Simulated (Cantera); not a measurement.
Input: 1 mol SiCl4, 2.4 mol H2O, 2.9 mol N2, held at 13300 Pa.

Equilibrium computed with Cantera from the NASA thermochemical tables; the gas is ideal and each condensed phase is pure. Candidate condensed phases: H2O, NH4Cl, Si, SiO2, Si2N2O, Si3N4; 47 gas species. The tables hold silica as quartz up to 1696 K and as liquid above; real silica turns to tridymite and cristobalite and melts near 1996 K. The numbers say what is thermodynamically allowed, not how fast it happens.

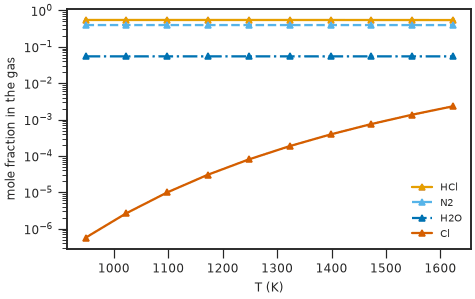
Fig. 1. Equilibrium gas composition (values under 1e-9 drawn at 1e-9)

Task: Read off the mole fractions at 1398 K.

Result: HCl about 0.55, N2 about 0.40, H2O about 0.055, Cl about 0.00039.
